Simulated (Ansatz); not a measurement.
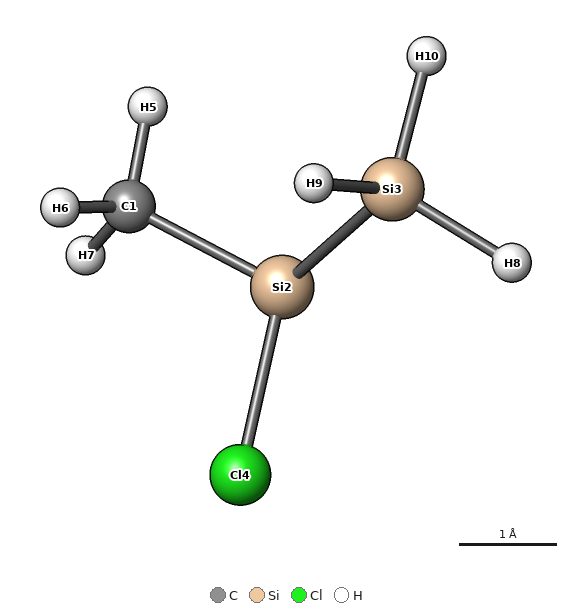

**Figure 1.** The structure (ball-and-stick view, seen at a tilt; atoms are numbered from 1 in the order of the input). Bond lengths as drawn: Cl–Si 2.07 Å, C–H 1.09 Å, C–Si 1.87 Å, H–Si 1.49 Å and Si–Si 2.34 Å.

# What a change does: single-point calculation on CH6ClSi2

System: CH6ClSi2, multiplicity 2.
Method of run 1: UKS PBE-D4/def2-TZVPP (Ansatz 0.2.0).

The geometry comes from this level: PBE0-D4/def2-TZVP. Text and figures count atoms from 1; the logs count them from 0 in places.

**Input file, run 1**
```yaml
crystal:
  periodic: [false, false, false]
  atoms:
    - {symbol: C, position_ang: [-0.817569, 1.375863, -0.759041]}
    - {symbol: Si, position_ang: [-0.393391, -0.447416, -0.745350]}
    - {symbol: Si, position_ang: [1.253532, -1.073924, 0.791396]}
    - {symbol: Cl, position_ang: [-2.123087, -1.512607, -0.329974]}
    - {symbol: H, position_ang: [0.078727, 1.966185, -0.964956]}
    - {symbol: H, position_ang: [-1.223459, 1.680834, 0.209710]}
    - {symbol: H, position_ang: [-1.561615, 1.592124, -1.528286]}
    - {symbol: H, position_ang: [1.490478, -2.535581, 0.676362]}
    - {symbol: H, position_ang: [0.871370, -0.750868, 2.195133]}
    - {symbol: H, position_ang: [2.508214, -0.345808, 0.457808]}
basis:
  gaussian: {orbitals: def2-TZVPP}
magnetization: {spin_polarized: true, initial_magnetization: 1}
hamiltonian: {xc: pbe, dispersion: d4}
output: {forces: true, orbitals: {seedname: orbitals}}
```

Hardware: 4 CPU threads, shared host.

**Output (run 1)**
```
Functional definition: PBE
  parameter kappa = 0.804
  parameter beta = 0.06672455060314922
  exchange = pbe_x(kappa = kappa, mu = beta*pi^2/3)
  correlation = pbe_c(beta = beta)
1404 factors; their error is unknown
mean field evaluation 1: about -29390.0137 eV, gradient 4.5e1 eV
mean field evaluation 2: about -29372.4834 eV, gradient 6.4e1 eV
mean field evaluation 4: about -29399.3663 eV, gradient 5.7e0 eV
mean field evaluation 8: about -29399.5317 eV, gradient 1.2e-1 eV
mean field evaluation 16: about -29399.4843 eV, gradient 2.6e-4 eV
mean field -29399.48433854 eV, -1080.4111217552 hartree, gradient 3.5e-5 eV, S^2 0.752878; 0 other end points of the search recorded, 0 dependent functions left out
the calculation of the forces begins
reference -29399.48438639 eV, -1080.4111235136 hartree; 29, 28 occupied and 212, 213 virtual orbitals, 1404 factors
Total energy: -29399.74073454 eV, -1080.4205441344 hartree
Atom 0 at    -0.817569     1.375863    -0.759041 Å, force     0.011993    -0.002902    -0.001385 eV/Å
Atom 1 at    -0.393391    -0.447416    -0.745350 Å, force     0.202733    -0.053782    -0.124589 eV/Å
Atom 2 at     1.253532    -1.073924     0.791396 Å, force    -0.064215     0.027234    -0.056128 eV/Å
Atom 3 at    -2.123087    -1.512607    -0.329974 Å, force    -0.225383    -0.147050     0.055346 eV/Å
Atom 4 at     0.078727     1.966185    -0.964956 Å, force     0.167328     0.115478    -0.039139 eV/Å
Atom 5 at    -1.223459     1.680834     0.209710 Å, force    -0.080262     0.064330     0.186356 eV/Å
Atom 6 at    -1.561615     1.592124    -1.528286 Å, force    -0.142513     0.046762    -0.146939 eV/Å
Atom 7 at     1.490478    -2.535581     0.676362 Å, force     0.028410    -0.149041    -0.005942 eV/Å
Atom 8 at     0.871370    -0.750868     2.195133 Å, force    -0.028424     0.028241     0.161659 eV/Å
Atom 9 at     2.508214    -0.345808     0.457808 Å, force     0.130333     0.070729    -0.029240 eV/Å
Dipole moment:     0.138524     0.316599    -0.026436 e Å
```

The input of run 2 differs as follows (lines with − go, lines with + come):
```diff
-hamiltonian: {xc: pbe, dispersion: d4}
+hamiltonian: {xc: {name: wB97M-V}}
```

What does this change do to the results?

The total energies belong to different models, so their difference says nothing on which is more stable or more accurate. The largest force goes from 0.275 to 0.171 eV/Å. The HOMO goes from −4.83 to −7.61 eV. The LUMO goes from −3.37 to −0.92 eV. The dipole moment goes from 1.66 to 1.72 D.

**Output (run 2)**
```
Functional definition: wB97M-V
  parameter omega = 0.3/bohr
  parameter cx = 0.15
  parameter cx01 = 1.007
  parameter cx10 = 0.259
  parameter css00 = 0.443
  parameter css04 = -1.437
  parameter css10 = -4.535
  parameter css20 = -3.390
  parameter css43 = 4.278
  parameter cos00 = 1.000
  parameter cos10 = 1.358
  parameter cos20 = 2.924
  parameter cos21 = -8.812
  parameter cos60 = -1.390
  parameter cos61 = 9.142
  parameter b = 6.0
  parameter c = 0.01
  gx(w, u) = 1 - cx + cx01*u + cx10*w
  gss(w, u) = css00 + css04*u^4 + css10*w + css20*w^2 + css43*w^4*u^3
  gos(w, u) = cos00 + cos10*w + (cos20 + cos21*u)*w^2 + (cos60 + cos61*u)*w^6
  exchange = spin_sum(e_x_unif_sr(omega)*gx(b97_w, b97_u_x)) + cx*exact_x_sr(omega) + exact_x_lr(omega)
  correlation = spin_sum(e_c_pw_mod_same_spin*gss(b97_w, b97_u_same))
      + integral(e_c_pw_mod_opposite_spin*gos(b97_w_opposite, b97_u_opposite)) + vv10(b, c)
1426 factors; their error is unknown
310 factors; integrals over basis functions are off by at most 2.5e-5 eV
mean field evaluation 1: about -29408.2551 eV, gradient 2.7e1 eV
mean field evaluation 2: about -29409.6274 eV, gradient 2.0e1 eV
mean field evaluation 4: about -29411.6112 eV, gradient 7.1e-1 eV
mean field evaluation 8: about -29411.6302 eV, gradient 4.1e-2 eV
mean field evaluation 16: about -29411.6457 eV, gradient 4.5e-4 eV
mean field -29411.64570252 eV, -1080.8580436382 hartree, gradient 1.5e-5 eV, S^2 0.751773; 0 other end points of the search recorded, 0 dependent functions left out
the calculation of the forces begins
reference -29411.64575695 eV, -1080.8580456385 hartree; 29, 28 occupied and 212, 213 virtual orbitals, 1426 factors
Total energy: -29411.64575695 eV, -1080.8580456385 hartree
Atom 0 at    -0.817569     1.375863    -0.759041 Å, force    -0.021107     0.047262     0.009737 eV/Å
Atom 1 at    -0.393391    -0.447416    -0.745350 Å, force     0.118882     0.014286    -0.038731 eV/Å
Atom 2 at     1.253532    -1.073924     0.791396 Å, force     0.081016    -0.027916     0.096667 eV/Å
Atom 3 at    -2.123087    -1.512607    -0.329974 Å, force    -0.060930    -0.021939     0.032486 eV/Å
Atom 4 at     0.078727     1.966185    -0.964956 Å, force    -0.068826    -0.035264     0.015150 eV/Å
Atom 5 at    -1.223459     1.680834     0.209710 Å, force     0.023300    -0.017921    -0.066876 eV/Å
Atom 6 at    -1.561615     1.592124    -1.528286 Å, force     0.055985    -0.007099     0.061078 eV/Å
Atom 7 at     1.490478    -2.535581     0.676362 Å, force    -0.031145     0.167950     0.008196 eV/Å
Atom 8 at     0.871370    -0.750868     2.195133 Å, force     0.046231    -0.037413    -0.151535 eV/Å
Atom 9 at     2.508214    -0.345808     0.457808 Å, force    -0.143406    -0.081945     0.033830 eV/Å
Dipole moment:     0.170756     0.312448    -0.045995 e Å
```

**The two runs side by side**

| quantity | run 1 | run 2 |
| --- | --- | --- |
| outcome | converged | converged |
| total energy (hartree) | −1080.420544 | −1080.858046 |
| HOMO (eV) | −4.83 | −7.61 |
| LUMO (eV) | −3.37 | −0.92 |
| dipole moment (D) | 1.66 | 1.72 |
| ⟨S²⟩ | 0.753 | 0.752 |
| largest force (eV/Å) | 0.275 | 0.171 |
| basis functions | 241 | 241 |
| wall time (shared host) | 3 s | 16 s |
